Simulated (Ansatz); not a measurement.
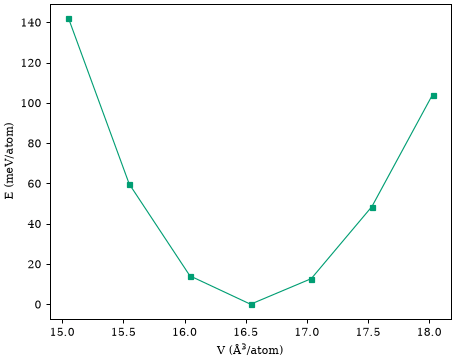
Figure: W in space group Fd-3m (No. 227; W on 8a, W on 16d) under volume change, the program Ansatz at the r²SCAN level (PAW), scaled uniformly.

Task: What does a third-order Birch–Murnaghan fit give for V₀, B₀ and B′?

Result: V₀ = 16.54 Å³/atom, B₀ = 289 GPa, B′ = 4.2.

The start of the workflow was typed in or built on a structure type; neither database checked (COD, Materials Project) lists it. It is not the phase usual at ambient conditions (space group No. 229). The r²SCAN relaxation kept the symmetry of its start; its stability against distortions is not shown here. No spin polarisation was allowed. Scalar-relativistic: spin–orbit coupling is off unless named, which matters more the heavier the elements.

Potentials: the earlier of the program's two PAW sets.
